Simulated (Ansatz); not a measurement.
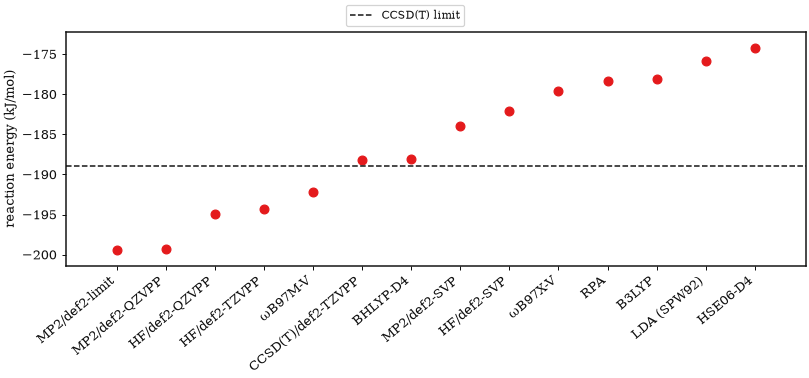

Electronic reaction energy of Si₂H₄O₂F₂ (O[Si](O)(F)[SiH2]F) + CH₅N (CN) → CH₅FSi (C[SiH2]F) + SiNH₄O₂F (N[Si](O)(O)F) (SMILES in brackets) at several levels (functionals in def2-TZVPP unless a basis is named), isolated molecules at PBE0-D4 triple-zeta geometries, minima by their frequencies, no zero-point or thermal terms, the Ansatz code. The line is frozen-core CCSD(T) at the basis limit (MP2 extrapolated from triple and quadruple zeta, plus CCSD(T) less MP2 in a smaller set). RPA holds a correlation term that converges slowly with the basis, so part of the distance to the limit is basis error. No dispersion term is added to B3LYP. The distance of MP2/def2-QZVPP, CCSD(T)/def2-TZVPP, MP2/def2-SVP and HF/def2-SVP to the limit includes basis error.

What do zero-point energy and temperature add?

Zero-point change −3.5 kJ/mol; at 298.15 K and 1 bar the CCSD(T) limit plus thermal terms gives an enthalpy of reaction of −194.2 and a free energy of −190.6 kJ/mol (harmonic PBE0-D4 modes, ideal gas).

What range do the values span, the line included?

From −199.4 kJ/mol (MP2/def2-limit) to −174.2 kJ/mol (HSE06-D4).

Caveats: one conformer of each flexible molecule.
